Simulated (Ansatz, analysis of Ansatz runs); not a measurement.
# A hop of Mg in MgAl2C2 (P-3m1), charge +2, part 2 of 2

Wanted: path and barrier of a jump of Mg in MgAl2C2 (P-3m1) at charge +2. The case: Mg_i by the interstitialcy path, in a cell of 90 host atoms with 1 Mg put in.

Ansatz 0.2.0; plane-wave PAW DFT, PBEsol; nudged elastic band between two relaxed defect structures at fixed charge in a uniform background.

So far: Starting point; Relaxation of the start point, charge +2; Relaxation of the end point, charge +2.

## Step 4: Nudged elastic band, charge +2

5 movable images are laid between the ends on a pair-potential path, which keeps atoms from colliding in the first guess. Each image feels the true force across the path and a spring force along it. The highest image is set to climb to the top of the path.

This step: plane-wave PAW DFT, PBEsol; nudged elastic band between two relaxed defect structures at fixed charge in a uniform background.

The input, qp2.neb/input.yaml:

```yaml
crystal:
  lattice:
    - [10.12681007, 0.0, 0.0]
    - [-5.06340503, 8.77007478, 0.0]
    - [0.0, 0.0, 11.54914866]
  atoms:
    - { symbol: Mg, position: [0.00466239, 0.00673685, -0.00574138] }
    - { symbol: Al, position: [0.22240707, 0.11116946, 0.17501182] }
    - { symbol: Al, position: [0.11133342, 0.22219346, 0.32475441] }
    - { symbol: C, position: [0.11191338, 0.22161066, 0.13351027] }
    - { symbol: C, position: [0.2217974, 0.11173669, 0.36619718] }
    - { symbol: Mg, position: [0.00679365, 0.00440496, 0.50542553] }
    - { symbol: Al, position: [0.22311646, 0.11035729, 0.67748443] }
    - { symbol: Al, position: [0.11060444, 0.22300466, 0.82211223] }
    - { symbol: C, position: [0.11207661, 0.22138222, 0.63457732] }
    - { symbol: C, position: [0.22163942, 0.1119759, 0.86506379] }
    - { symbol: Mg, position: [6.174e-05, 0.3333918, -0.00334662] }
    - { symbol: Al, position: [0.22181745, 0.44419719, 0.17194526] }
    - { symbol: Al, position: [0.11125816, 0.55553695, 0.32474511] }
    - { symbol: C, position: [0.11186881, 0.55593704, 0.13338673] }
    - { symbol: C, position: [0.2129529, 0.44004639, 0.36973341] }
    - { symbol: Mg, position: [8.91e-05, 0.33345969, 0.498972] }
    - { symbol: Al, position: [0.22277681, 0.44468832, 0.67393447] }
    - { symbol: Al, position: [0.1106648, 0.55428978, 0.82233554] }
    - { symbol: C, position: [0.11204623, 0.55617012, 0.63456301] }
    - { symbol: C, position: [0.22192989, 0.44469171, 0.86573539] }
    - { symbol: Mg, position: [0.00434752, 0.66462201, -0.00540387] }
    - { symbol: Al, position: [0.22244053, 0.77779704, 0.17493191] }
    - { symbol: Al, position: [0.11183652, 0.88913605, 0.3278134] }
    - { symbol: C, position: [0.12072491, 0.89329101, 0.12996074] }
    - { symbol: C, position: [0.22183027, 0.77740306, 0.36636179] }
    - { symbol: Mg, position: [0.00654836, 0.66831737, 0.50520676] }
    - { symbol: Al, position: [0.22306755, 0.77906642, 0.67736733] }
    - { symbol: Al, position: [0.1109694, 0.88869049, 0.82569221] }
    - { symbol: C, position: [0.11182742, 0.88863887, 0.63391746] }
    - { symbol: C, position: [0.22164834, 0.77719568, 0.86510031] }
    - { symbol: Mg, position: [0.33363858, -6.323e-05, 0.00072392] }
    - { symbol: Al, position: [0.55577989, 0.11108906, 0.1749161] }
    - { symbol: Al, position: [0.44440525, 0.22167209, 0.32780711] }
    - { symbol: C, position: [0.44028491, 0.21283529, 0.1300307] }
    - { symbol: C, position: [0.55613051, 0.11166892, 0.36638453] }
    - { symbol: Mg, position: [0.33356517, -7.275e-05, 0.50305937] }
    - { symbol: Al, position: [0.55440566, 0.11041295, 0.67738039] }
    - { symbol: Al, position: [0.44483715, 0.22256372, 0.82566514] }
    - { symbol: C, position: [0.44480242, 0.2216526, 0.63395091] }
    - { symbol: C, position: [0.55636064, 0.11188492, 0.86510356] }
    - { symbol: Mg, position: [0.32693539, 0.3289765, -0.00573006] }
    - { symbol: Al, position: [0.54529629, 0.42413015, 0.165719] }
    - { symbol: Al, position: [0.4242493, 0.54504278, 0.33395635] }
    - { symbol: C, position: [0.44925751, 0.55751213, 0.13901572] }
    - { symbol: C, position: [0.55772567, 0.44910619, 0.36069018] }
    - { symbol: Mg, position: [0.32907659, 0.32668477, 0.50539955] }
    - { symbol: Al, position: [0.55576339, 0.44433725, 0.67498911] }
    - { symbol: Al, position: [0.44458124, 0.55559361, 0.82464586] }
    - { symbol: C, position: [0.44509247, 0.55525518, 0.6332585] }
    - { symbol: C, position: [0.55548192, 0.4449162, 0.86639651] }
    - { symbol: Mg, position: [0.32715859, 0.66497491, -0.00544628] }
    - { symbol: Al, position: [0.54571952, 0.78781453, 0.16618381] }
    - { symbol: Al, position: [0.44436543, 0.88916348, 0.32777528] }
    - { symbol: C, position: [0.44044106, 0.89308125, 0.12975785] }
    - { symbol: C, position: [0.55743806, 0.77607933, 0.36102029] }
    - { symbol: Mg, position: [0.32942099, 0.66870607, 0.50501899] }
    - { symbol: Al, position: [0.55576045, 0.77774871, 0.6750414] }
    - { symbol: Al, position: [0.4447779, 0.88874982, 0.82560737] }
    - { symbol: C, position: [0.4448457, 0.88866416, 0.63395135] }
    - { symbol: C, position: [0.55550144, 0.77809132, 0.86645969] }
    - { symbol: Mg, position: [0.66861709, 0.0064025, -0.00543645] }
    - { symbol: Al, position: [0.88932935, 0.1116824, 0.17198134] }
    - { symbol: Al, position: [0.77797007, 0.22226784, 0.32474473] }
    - { symbol: C, position: [0.7776312, 0.22169431, 0.13340452] }
    - { symbol: C, position: [0.89343968, 0.12052587, 0.36966379] }
    - { symbol: Mg, position: [0.66479125, 0.00413767, 0.50507582] }
    - { symbol: Al, position: [0.88885462, 0.11077688, 0.67398412] }
    - { symbol: Al, position: [0.77924122, 0.22288868, 0.82233394] }
    - { symbol: C, position: [0.77729128, 0.22143465, 0.63450862] }
    - { symbol: C, position: [0.88891452, 0.11169065, 0.86569327] }
    - { symbol: Mg, position: [0.66891723, 0.32929358, -0.0054075] }
    - { symbol: Al, position: [0.88933705, 0.4442304, 0.17190366] }
    - { symbol: Al, position: [0.78797596, 0.54552415, 0.33369719] }
    - { symbol: C, position: [0.77622906, 0.55729243, 0.13867552] }
    - { symbol: C, position: [0.89331738, 0.44027509, 0.37001299] }
    - { symbol: Mg, position: [0.66514286, 0.32688517, 0.50522119] }
    - { symbol: Al, position: [0.88892105, 0.44458298, 0.6741298] }
    - { symbol: Al, position: [0.77795225, 0.55560153, 0.82459652] }
    - { symbol: C, position: [0.778227, 0.55526464, 0.6332132] }
    - { symbol: C, position: [0.88885889, 0.44468318, 0.8656485] }
    - { symbol: Mg, position: [0.66685299, 0.66683966, -0.00365306] }
    - { symbol: Al, position: [0.90941577, 0.78828984, 0.16571019] }
    - { symbol: Al, position: [0.78835265, 0.90922157, 0.33404806] }
    - { symbol: C, position: [0.77596902, 0.88422621, 0.1390386] }
    - { symbol: C, position: [0.88444867, 0.7758515, 0.36069866] }
    - { symbol: Mg, position: [0.666908, 0.66657778, 0.50337009] }
    - { symbol: Al, position: [0.88914792, 0.77773329, 0.67500594] }
    - { symbol: Al, position: [0.7779831, 0.88900163, 0.82465836] }
    - { symbol: C, position: [0.77822587, 0.88842119, 0.63327938] }
    - { symbol: C, position: [0.88866303, 0.77810343, 0.86636815] }
    - { symbol: Mg, position: [0.66692552, 0.66667629, 0.24991886] }
total_charge: 2
basis:
  ecutwfc: 420
  xc_grid: 2
hamiltonian:
  xc: pbesol
kpoints:
  mp_grid: { grid: [1, 1, 1], shift: [0.25, 0.25, 0.25] }
scf:
  occupations: { method: fixed }
  max_iter: 100
output:
  forces: true
neb:
  images: 5
  f_tol: 0.04
  climbing: true
  initial_path: idpp
  max_iterations: 45
  order_check: true
  final_atoms:
    - { symbol: Mg, position: [0.00675882, 0.00440466, 0.00741358] }
    - { symbol: Al, position: [0.22312779, 0.11037353, 0.17956514] }
[... 39 atom lines left out ...]
    - { symbol: Al, position: [0.55576163, 0.44434153, 0.17715294] }
    - { symbol: Al, position: [0.44462797, 0.55557186, 0.32657733] }
    - { symbol: C, position: [0.44511355, 0.55525344, 0.13531235] }
    - { symbol: C, position: [0.55552086, 0.44491381, 0.36845024] }
[... 6 atom lines left out ...]
    - { symbol: Al, position: [0.55577747, 0.77778991, 0.17714438] }
[... 20 atom lines left out ...]
    - { symbol: Al, position: [0.77800608, 0.55554294, 0.3266023] }
    - { symbol: C, position: [0.77825997, 0.55525982, 0.13533517] }
[... 6 atom lines left out ...]
    - { symbol: Mg, position: [0.66685542, 0.66662731, -0.24814686] }
    - { symbol: Al, position: [0.88918835, 0.77775721, 0.17717239] }
    - { symbol: Al, position: [0.77802246, 0.88894816, 0.32659246] }
    - { symbol: C, position: [0.77826876, 0.88840161, 0.13532309] }
[... 6 atom lines left out ...]
    - { symbol: Mg, position: [0.6669339, 0.6666587, 0.00563431] }
```

Command:

```console
$ ansatz run input.yaml --threads 32 --pin off --max-ram 131891MiB --backend cuda --events-out ev --progress --plain --runs-dir out
```

Numbers of over 12 decimals in the logs are rounded to 6 here.

Log:

```text
Warning: neb: disabling space-group detection — the band's intermediate images generally break the endpoint symmetry, so the full k-mesh is solved, and no spatial operation symmetrises the density, ex [...]
[...]
Crystal: 91 atoms, lattice volume = 1025.713 Å³
Basis set: ecut = 420 eV, 20007 PW (Γ), exchange–correlation on 144×144×160 points (8 copies of the dense FFT grid, shifted against one another)
Bands: 311, of which v1, the nominal top of the filled ones, is band 220 counted from 1 (219 counted from 0)
[...]
k-points: 1
[...]
SCF iter   1: F=—  HF=-64117.686134 eV  |F-HF|=—  |Δ(HF+E_count)|=         —  Δρ=1.06e-2  dr2=1.64e0  ethr=1.77e-3  ⟨swp⟩=4.0  Hψ=924  notcnv=0  defer=87
[...]
SCF iter   2: F=—  HF=-64117.201314 eV  |F-HF|=—  |Δ(HF+E_count)|=   4.85e-1  Δρ=4.06e-3  dr2=2.32e-1  ethr=3.74e-4  ⟨swp⟩=2.0  Hψ=410  notcnv=0  defer=89
[...]
SCF iter   8: F=-64117.101058 eV  HF=-64117.101058 eV  |F-HF|=1.56e-8  |Δ(HF+E_count)|=   1.13e-8  Δρ=1.60e-6  dr2=2.81e-8  ethr=2.27e-11  ⟨swp⟩=4.0  Hψ=892  notcnv=0
SCF 1 converged in 8 iterations: F = -64117.101058 eV  dr2 = 2.81e-8
[...]
SCF 7 converged in 8 iterations: F = -64115.681649 eV  dr2 = 9.54e-8
[...]
SCF 11 converged in 8 iterations: F = -64114.897424 eV  dr2 = 3.09e-8
[...]
SCF 75 converged in 7 iterations: F = -64115.702878 eV  dr2 = 2.21e-8
[...]
```

Run time: 27 s. Hardware: 1 × NVIDIA GB200 with 32 threads of Arm Neoverse V2, shared host; peak memory 2.1 GiB.

The path, image by image:

| image | path (Å) | energy (eV) | Mg81: x, y, z (Å) |
| --- | --- | --- | --- |
| 0 | 0.000 | 0.0000 | 3.377, 5.848, -0.042 |
| 1 | 0.949 | 1.0520 | 3.370, 5.851, -0.404 |
| 2 | 1.897 | 1.6930 | 3.366, 5.853, -0.837 |
| 3 | 2.602 | 1.6860 | 3.368, 5.851, -1.258 |
| 4 | 3.306 | 1.5430 | 3.368, 5.852, -1.793 |
| 5 | 4.011 | 0.6690 | 3.369, 5.852, -2.359 |
| 6 | 4.716 | 0.0000 | 3.378, 5.846, -2.866 |

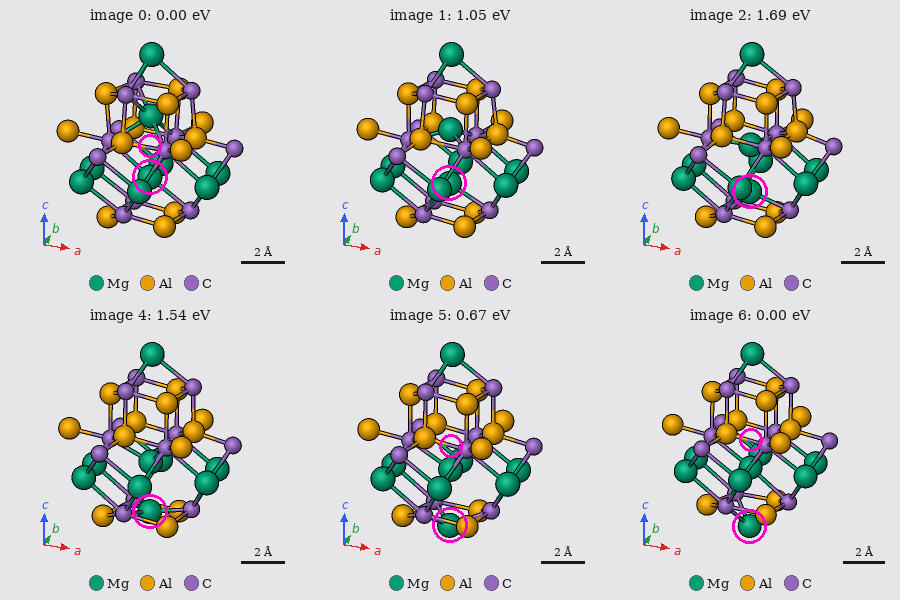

Images along the path; Mg81 is ringed. A ring with no atom in it marks the empty centre.

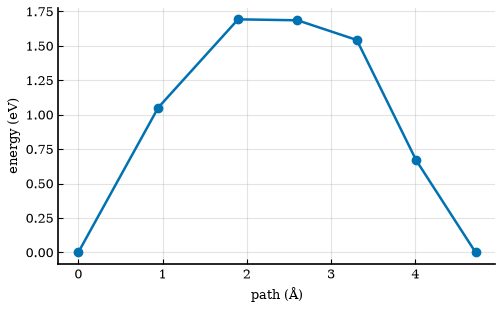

Energy along the path.

Read from the output:

```
free energy      : -64115.4084 eV
barrier forward  : 1.693 eV
barrier backward : 1.693 eV
end less start   : -3.18e-4 eV
hop length       : 2.821 Å
```

Track of the atom that was set to move:

```
image  x (Å)  y (Å)  z (Å)  nearest neighbour  distance (Å)
    0  3.378  5.847  2.886                  C         2.297
    1  3.389   5.84  2.184                  C         2.043
    2   3.39   5.84  1.424                  C         1.993
    3  3.387  5.844  0.967                  C         2.073
    4  3.384  5.845  0.607                  C         2.198
    5  3.382  5.845  0.316                  C         2.331
    6  3.378  5.847  0.065                  C         2.455
```

The band met its tolerance of 0.04 eV/Å after 8 iterations, with image 2 on top (the start counts as 0). Mg81, which moves farthest between the ends, has 6 C at 2.46 to 2.53 Å and 3 Al at 2.78 Å nearest at the start and 3 C at 2.10 Å and 1 Mg at 2.26 Å at the top.

## Step 5: Single point at the start point, PBEsol, denser k-mesh

Three single points on a mesh of more k-points (start, top, end) test the sampling. The start is shown; top and end are run alike.

This step: plane-wave PAW DFT, PBEsol; single point of a defect supercell on a structure of the PBEsol path.

The input, qp2.start.mesh/input.yaml:

```yaml
crystal:
  lattice:
    - [10.12681007, 0.0, 0.0]
    - [-5.06340503, 8.77007478, 0.0]
    - [0.0, 0.0, 11.54914866]
  atoms:
    - { symbol: Mg, position: [0.00466239, 0.00673685, -0.00574138] }
    - { symbol: Al, position: [0.22240707, 0.11116946, 0.17501182] }
[... 39 atom lines left out ...]
    - { symbol: Al, position: [0.54529629, 0.42413015, 0.165719] }
    - { symbol: Al, position: [0.4242493, 0.54504278, 0.33395635] }
    - { symbol: C, position: [0.44925751, 0.55751213, 0.13901572] }
    - { symbol: C, position: [0.55772567, 0.44910619, 0.36069018] }
[... 6 atom lines left out ...]
    - { symbol: Al, position: [0.54571952, 0.78781453, 0.16618381] }
[... 20 atom lines left out ...]
    - { symbol: Al, position: [0.78797596, 0.54552415, 0.33369719] }
    - { symbol: C, position: [0.77622906, 0.55729243, 0.13867552] }
[... 6 atom lines left out ...]
    - { symbol: Mg, position: [0.66685299, 0.66683966, -0.00365306] }
    - { symbol: Al, position: [0.90941577, 0.78828984, 0.16571019] }
    - { symbol: Al, position: [0.78835265, 0.90922157, 0.33404806] }
    - { symbol: C, position: [0.77596902, 0.88422621, 0.1390386] }
[... 6 atom lines left out ...]
    - { symbol: Mg, position: [0.66692552, 0.66667629, 0.24991886] }
total_charge: 2
basis:
  ecutwfc: 420
  xc_grid: 2
hamiltonian:
  xc: pbesol
kpoints:
  mp_grid: { grid: [2, 2, 2], shift: [0.5, 0.5, 0.5] }
scf:
  occupations: { method: fixed }
  max_iter: 100
output:
  forces: true
  eigenvalues: true
checkpoint:
  write: "../qp2.start.mesh.run"
  compress: false
  write_wavefunctions: false
  write_every: 100000
```

Log:

```text
[...]
Crystal: 91 atoms, lattice volume = 1025.713 Å³
Basis set: ecut = 420 eV, 20007 PW (Γ), exchange–correlation on 144×144×160 points (8 copies of the dense FFT grid, shifted against one another)
Bands: 311, of which v1, the nominal top of the filled ones, is band 220 counted from 1 (219 counted from 0)
[...]
SCF iter   1: F=—  HF=-64115.327253 eV  |F-HF|=—  |Δ(HF+E_count)|=         —  Δρ=9.37e-3  dr2=1.28e0  ethr=1.77e-3  ⟨swp⟩=4.0  Hψ=4221  notcnv=0  defer=344
[...]
SCF iter   2: F=—  HF=-64114.934869 eV  |F-HF|=—  |Δ(HF+E_count)|=   3.92e-1  Δρ=3.78e-3  dr2=2.10e-1  ethr=2.91e-4  ⟨swp⟩=2.8  Hψ=1924  notcnv=0  defer=356
[...]
SCF iter   7: F=—  HF=-64114.840763 eV  |F-HF|=—  |Δ(HF+E_count)|=   2.07e-6  Δρ=8.01e-6  dr2=4.91e-7  ethr=2.10e-9  ⟨swp⟩=2.0  Hψ=1694  notcnv=0  defer=118
SCF iter   8: F=-64114.840763 eV  HF=-64114.840763 eV  |F-HF|=1.45e-8  |Δ(HF+E_count)|=   5.52e-9  Δρ=1.49e-6  dr2=2.47e-8  ethr=2.27e-11  ⟨swp⟩=13.0  Hψ=4788  notcnv=0
SCF 1 converged in 8 iterations: F = -64114.840763 eV  dr2 = 2.47e-8
[...]
SCF converged after 8 iterations
[...]
```

It took 2.3 s on 1 × NVIDIA GB200 with 32 threads; peak memory 1.4 GiB; 5 s of CPU time.

Numbers from this step:

| Quantity | Value |
| --- | --- |
| free energy | -64114.8408 eV |

## Step 6: Barrier from single points, PBEsol, denser k-mesh

Analysis of the runs above: barrier from PBEsol single points on the PBEsol path.

It gives:

```
barrier forward  : 1.692 eV
barrier backward : 1.692 eV
end less start   : -2.73e-4 eV
```

This gives 1.692 eV against the band's 1.693 eV (backward 1.692 against 1.693 eV). This mesh holds only the band's own point and its sign variants, so it tests the average over those and no finer sampling.

## Step 7: Single point at the start point, LDA

Three single points with LDA show how much the barrier depends on that choice; lattice and path are kept. The start is shown; top and end are run alike.

This step: plane-wave PAW DFT, LDA; single point of a defect supercell on a structure of the PBEsol path.

qp2.start.lda/input.yaml, as its differences from qp2.start.mesh/input.yaml of step 5:

```diff
@@ -30,5 +30,5 @@
 hamiltonian:
-  xc: pbesol
+  xc: lda
 kpoints:
-  mp_grid: { grid: [2, 2, 2], shift: [0.5, 0.5, 0.5] }
+  mp_grid: { grid: [1, 1, 1], shift: [0.25, 0.25, 0.25] }
 scf:
@@ -40,3 +40,3 @@
 checkpoint:
-  write: "../qp2.start.mesh.run"
+  write: "../qp2.start.lda.run"
   compress: false
```

Log:

```text
[...]
Crystal: 91 atoms, lattice volume = 1025.713 Å³
Basis set: ecut = 420 eV, 20007 PW (Γ), exchange–correlation on 144×144×160 points (8 copies of the dense FFT grid, shifted against one another)
Bands: 311, of which v1, the nominal top of the filled ones, is band 220 counted from 1 (219 counted from 0)
[...]
k-points: 1
[...]
SCF iter   1: F=—  HF=-63369.016078 eV  |F-HF|=—  |Δ(HF+E_count)|=         —  Δρ=8.38e-3  dr2=1.20e0  ethr=1.77e-3  ⟨swp⟩=4.0  Hψ=1051  notcnv=0  defer=86
[...]
SCF iter   2: F=—  HF=-63368.664548 eV  |F-HF|=—  |Δ(HF+E_count)|=   3.52e-1  Δρ=4.33e-3  dr2=2.56e-1  ethr=2.73e-4  ⟨swp⟩=2.0  Hψ=360  notcnv=0  defer=89
[...]
SCF iter   7: F=—  HF=-63368.547164 eV  |F-HF|=—  |Δ(HF+E_count)|=   1.07e-3  Δρ=4.72e-6  dr2=2.32e-7  ethr=1.64e-9  ⟨swp⟩=2.0  Hψ=373  notcnv=0  defer=30
SCF iter   8: F=-63368.547164 eV  HF=-63368.547164 eV  |F-HF|=4.69e-8  |Δ(HF+E_count)|=   1.21e-8  Δρ=2.04e-6  dr2=6.15e-8  ethr=2.27e-11  ⟨swp⟩=13.0  Hψ=1219  notcnv=0
SCF 1 converged in 8 iterations: F = -63368.547164 eV  dr2 = 6.15e-8
[...]
SCF converged after 8 iterations
[...]
--- Band table (eV) ---
[...]
```

The job ended after 2.7 s (1 × NVIDIA GB200 with 32 threads; peak memory 1.4 GiB; 3.5 s of CPU time).

This step gave:

```yaml
free_energy: -63368.5472 eV
```

## Step 8: Barrier from single points, LDA

Analysis of the runs above: barrier from LDA single points on the PBEsol path.

It gives:

| Property | Result |
| --- | --- |
| barrier forward | 1.497 eV |
| barrier backward | 1.498 eV |
| end less start | -9.61e-4 eV |

This gives 1.497 eV against the band's 1.693 eV.

## Step 9: Single point at the start point, r2SCAN

Three single points with a meta-GGA, at its higher cutoff of 500 eV, show what it does to the barrier on the path found. The start is shown; top and end are run alike.

This step: plane-wave PAW DFT, r2SCAN; single point of a defect supercell on a structure of the PBEsol path.

qp2.start.r2scan/input.yaml, as its differences from qp2.start.lda/input.yaml of step 7:

```diff
@@ -27,6 +27,6 @@
 basis:
-  ecutwfc: 420
+  ecutwfc: 500
   xc_grid: 2
 hamiltonian:
-  xc: lda
+  xc: r2scan
 kpoints:
@@ -40,3 +40,3 @@
 checkpoint:
-  write: "../qp2.start.lda.run"
+  write: "../qp2.start.r2scan.run"
   compress: false
```

Log:

```text
[...]
Crystal: 91 atoms, lattice volume = 1025.713 Å³
Basis set: ecut = 500 eV, 25987 PW (Γ), exchange–correlation on 150×150×180 points (8 copies of the dense FFT grid, shifted against one another)
Bands: 311, of which v1, the nominal top of the filled ones, is band 220 counted from 1 (219 counted from 0)
[...]
SCF iter   1: F=—  HF=-65148.157446 eV  |F-HF|=—  |Δ(HF+E_count)|=         —  Δρ=1.33e-2  dr2=1.25e0  dr2_τ=4.71e0  ethr=1.77e-3  ⟨swp⟩=4.0  Hψ=1055  notcnv=0  defer=86
[...]
SCF iter   2: F=—  HF=-65150.130564 eV  |F-HF|=—  |Δ(HF+E_count)|=    1.97e0  Δρ=6.55e-3  dr2=3.46e-1  dr2_τ=5.39e-3  ethr=2.84e-4  ⟨swp⟩=2.0  Hψ=561  notcnv=0  defer=89
[...]
SCF iter   7: F=—  HF=-65150.101903 eV  |F-HF|=—  |Δ(HF+E_count)|=   6.72e-4  Δρ=1.08e-5  dr2=1.74e-6  dr2_τ=1.98e-7  ethr=1.51e-9  ⟨swp⟩=2.0  Hψ=399  notcnv=0  defer=30
SCF iter   8: F=-65150.101903 eV  HF=-65150.101903 eV  |F-HF|=4.66e-9  |Δ(HF+E_count)|=   1.60e-7  Δρ=2.41e-6  dr2=4.68e-8  dr2_τ=1.88e-9  ethr=2.27e-11  ⟨swp⟩=12.0  Hψ=1433  notcnv=0
SCF 1 converged in 8 iterations: F = -65150.101903 eV  dr2 = 4.68e-8
[...]
SCF converged after 8 iterations
[...]
--- Band table (eV) ---
[...]
```

The job ended after 2.2 s (1 × NVIDIA GB200 with 32 threads; peak memory 1.5 GiB).

Numbers from this step:

```yaml
free_energy: -65150.1019 eV
```

## Step 10: Barrier from single points, r2SCAN

Analysis of the runs above: barrier from r2SCAN single points on the PBEsol path.

It gives:

```
barrier forward  : 1.686 eV
barrier backward : 1.688 eV
end less start   : -0.001585 eV
```

This gives 1.686 eV against the band's 1.693 eV.

## Step 11: Outcome

```yaml
barrier_forward: 1.69 eV
barrier_backward: 1.69 eV
end_less_start: 0.00 eV
hop_length: 2.82 Å
band_iterations_as_the_log_counts_them: 8
barrier_from_single_points_pbesol_denser_k_mesh: 1.69 eV
barrier_from_single_points_lda: 1.50 eV
barrier_from_single_points_r2scan: 1.69 eV
```

In words: The top of the band lies 1.69 eV above the start and 1.69 eV above the end. With an assumed prefactor of 1e13 per second it gives one hop a second along this one path at about 660 K; whether such hops link up through the crystal wasn't checked. At the top Mg81 stands 2.10 Å from its nearest C, 0.35 Å closer than at the start. The move is shared: Mg81 goes 2.82 Å and Mg91, whose hop length is listed, 2.82 Å. Across functionals on this path (PBEsol 1.693, LDA 1.497 and r2SCAN 1.686 eV) the forward values spread by 0.196 eV. No image-charge correction is applied; it largely cancels along a path if the charge stays localised alike. Keep in mind: one k-point off the zone centre stands for the whole zone.

[Logs are printed without paths, hosts, clocks, repeated set-up lines and the standing remarks that a program may print on its own settings, such as how far it seeks lower states.]

[Hosts, paths, dates, database ids (printed as entryN), source tags and the programs' standing remarks are cut or masked in the printed files.]
